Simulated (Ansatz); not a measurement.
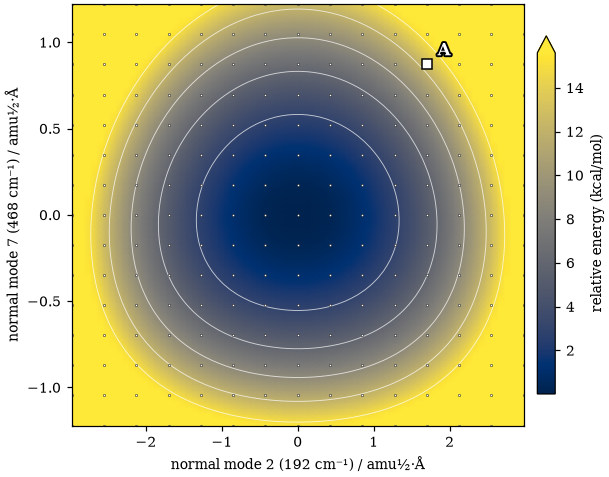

MoO2Cl2. 
- Coordinates scanned: (1) normal mode 2 (192 cm⁻¹); (2) normal mode 7 (468 cm⁻¹).
- Nothing is relaxed (straight displacements along the two mass-weighted modes).
- The scan uses a 15 × 15 grid; 154 points were computed and 71 follow by symmetry.
- Points are written as (first, second).
- Energies: kcal/mol, counted from the lowest grid point.
- These are results of RHF/def2-SVP in Ansatz 0.2.0, not measurements.

In the figure: a smooth colour map with a few white contour lines, dots at the grid points, one colour for all values above the top of the scale, the point A. Between grid points the surface is interpolated.

> Which way does the force act at A, and how strong is it?

A, at (1.70 amu½·Å, 0.872 amu½·Å), is not a stationary point. The computed force is 7.9 kcal/mol for each amu½·Å towards smaller values of normal mode 2 (192 cm⁻¹) and 16 kcal/mol for each amu½·Å towards smaller values of normal mode 7 (468 cm⁻¹).
